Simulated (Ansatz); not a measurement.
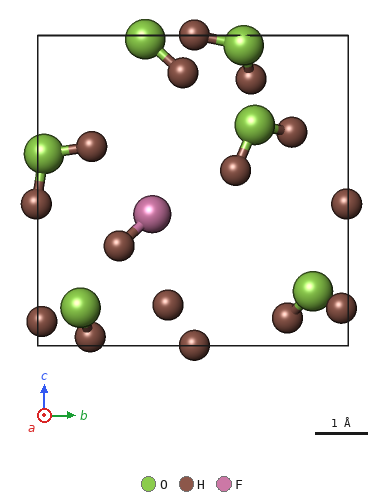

Starting frame of a dynamics run of a periodic cell with 6 H2O + 1 HF at 0.994 g/cm³. Style: ball-and-stick. Shown: the simulation cell, along the a axis.

These are results of Ansatz, DFT r2SCAN-D3(BJ), scalar-relativistic, plane waves, PAW, not measurements.

Input
```yaml
accuracy: low
crystal:
  lattice:
    - [5.981424, 0.0, 0.0]
    - [0.0, 5.981424, 0.0]
    - [0.0, 0.0, 5.981424]
  atoms:
    - { symbol: O, position: [0.22731918, 0.02026326, 0.61843887] }
    - { symbol: H, position: [0.26983307, 0.1740446, 0.64222098] }
    - { symbol: H, position: [0.23251182, -0.00447766, 0.45721968] }
    - { symbol: O, position: [0.54966615, 0.69944916, 0.71171995] }
    - { symbol: H, position: [0.43825921, 0.8188241, 0.68850431] }
    - { symbol: H, position: [0.58041049, 0.6375383, 0.56531093] }
    - { symbol: O, position: [-0.05406691, 0.66359017, 0.96836195] }
    - { symbol: H, position: [-0.17489693, 0.6874281, 0.8601096] }
    - { symbol: H, position: [-0.05736687, 0.50480238, 1.0018755] }
    - { symbol: O, position: [0.44269098, 0.34647519, -0.01177305] }
    - { symbol: H, position: [0.46246058, 0.41979228, 0.1315982] }
    - { symbol: H, position: [0.46539052, 0.46780564, -0.12023818] }
    - { symbol: O, position: [0.29690634, 0.88682488, 0.17589289] }
    - { symbol: H, position: [0.33363077, 1.01334934, 0.07854891] }
    - { symbol: H, position: [0.1851624, 0.80465645, 0.08978839] }
    - { symbol: O, position: [0.82150661, 1.13797524, 1.12292443] }
    - { symbol: H, position: [0.69098451, 1.16914172, 1.02904708] }
    - { symbol: H, position: [0.84905176, 0.9785338, 1.1212829] }
    - { symbol: F, position: [0.67279782, 0.36910194, 0.42425065] }
    - { symbol: H, position: [0.74577182, 0.2623571, 0.32204572] }
basis:
  ecutwfc: 500.0
kpoints:
  mp_grid: { grid: [1, 1, 1] }
hamiltonian:
  xc: r2scan
  dispersion: d3bj
scf:
  occupations: { method: fermi_dirac, width: 0.05 }
  lower_state_search: "off"
md:
  timestep: 0.5
  n_steps: 120
  ensemble: nvt_langevin
  temperature: 250.0
  initial_velocities: maxwell_boltzmann
  seed: 89387
  friction: 0.02
```

Command:
```bash
ansatz run input.yaml --threads 1 --pin off --max-ram 3072MiB --backend cpu --events-out ev --progress --plain --runs-dir out
```

Question: Predict how the run goes.

Answer: Over the second half the temperature averages 183 K (spread ±17 K). The potential energy in the second half lies on average 16.0 meV per atom above the first frame. In the second half of the run the atoms are, in the root-mean-square, this far from where they began (common drift taken out): F 0.32 Å, H 0.26 Å, O 0.17 Å. The heavy atoms stay within a fraction of a molecule's size of their starting places; so short a run doesn't tell a liquid from a solid.

Along the run (each row but the first and the last is the mean over the interval that it begins):

| time (fs) | potential energy (meV/atom) | T (K) |
| --- | --- | --- |
| 0.0 | 0.0 | 238 |
| 7.5 | 11.0 | 179 |
| 15.0 | 15.3 | 164 |
| 22.5 | 14.1 | 176 |
| 30.0 | 15.7 | 182 |
| 37.5 | 17.1 | 181 |
| 45.0 | 15.4 | 188 |
| 52.5 | 15.7 | 182 |
| 60.0 | 15.9 | 186 |

The paths of the atoms:

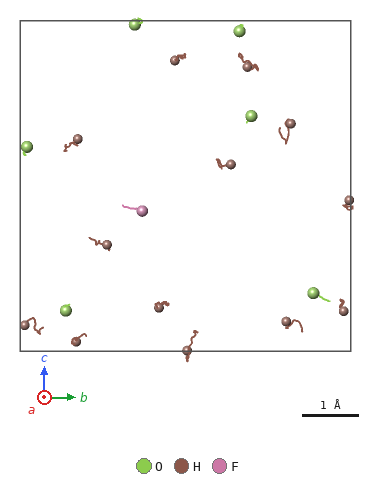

Limits of the set-up: the program's low-accuracy preset was used; the periodic images lie only 6.0 Å apart, so the values are limited by the cell's size.
